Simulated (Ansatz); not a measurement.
```
B C
1.0
     3.71500    0.00000    0.00000
     0.00000    3.71500    0.00000
     0.00000    0.00000    3.71500
B C
6 2
Direct
  0.25000 0.50000 0.00000
  0.75000 0.50000 0.00000
  0.00000 0.25000 0.50000
  0.00000 0.75000 0.50000
  0.50000 0.00000 0.25000
  0.50000 0.00000 0.75000
  0.00000 0.00000 0.00000
  0.50000 0.50000 0.50000
```

Space group Pm-3n; a structure generated by program, which may or may not match a known phase.

These are results of DFT PBE, scalar-relativistic, plane waves, PAW in Ansatz 0.2.0, not measurements.

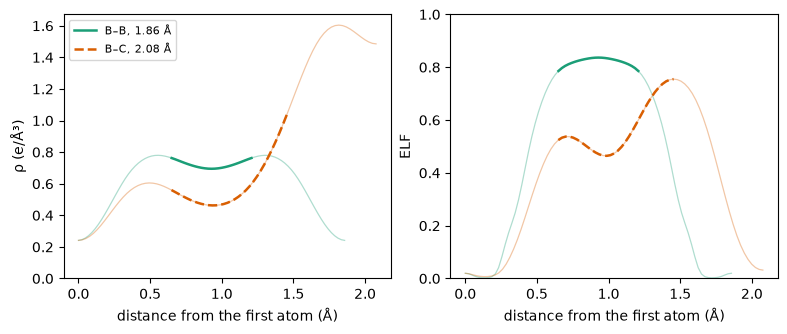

B₃C. Valence pseudo-density and ELF along straight lines between neighbouring atoms. Thin, pale parts lie inside the atomic spheres.

The density is the valence pseudo-density of a PAW calculation; it isn't the true density close to the nuclei.

### Compare the contacts.

B–B (1.86 Å): ρ at the midpoint is about 0.69 e/Å³; the ELF peaks at about 0.85 between the atoms.
B–C (2.08 Å): the density is about 0.48 e/Å³ at the midpoint; the ELF peaks at about 0.75 in the valence shell of C, 0.6 Å from its nucleus, and drops to about 0.45 between the two atoms.
